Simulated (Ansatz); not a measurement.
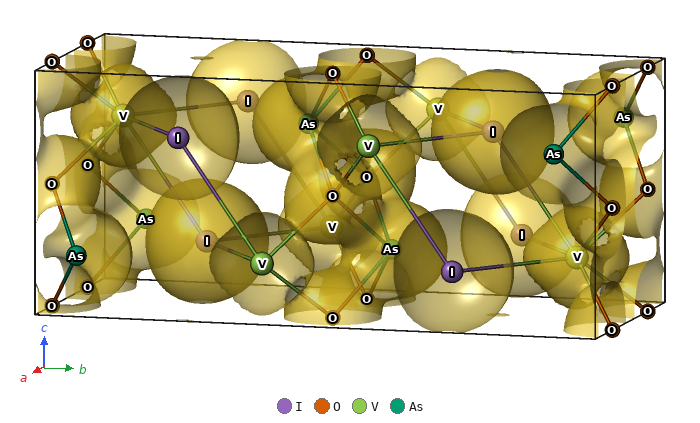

*VAsIO2. Isosurface of the valence electron density at 0.3 e/Å³ (yellow), seen slightly off an axis. Sticks mark near contacts.*

Space group Cmcm; built by placing these elements on a known structure type; not relaxed (largest force 1.5 eV/Å); computed pressure about −7 GPa in this cell; computed without spin polarisation.

Computed with Ansatz 0.2.0, DFT, PAW plane waves, r2SCAN.

What does this surface tell about the bonding?

Answer. At this value the density is joined into sheets; it holds about 85 % of the electrons treated as valence (semicore included). It bridges the shortest As–O (2.05 Å) and V–O (2.19 Å) contacts, where the density stays above the isovalue. It is pinched off along the shortest V–I (3.16 Å) and V–I (3.29 Å) contacts. On the grid the lowest density along these lines, outside the cores, is 0.65 e/Å³ (As–O, 2.05 Å), 0.34 e/Å³ (V–O, 2.19 Å), 0.14 e/Å³ (V–I, 3.16 Å) and 0.11 e/Å³ (V–I, 3.29 Å).

How much charge does the calculation move between the atoms?

Answer. Electrons move from V and As towards I and O. Bader charges: I −0.59, O −1.19, V +1.48 and As +1.51 e.
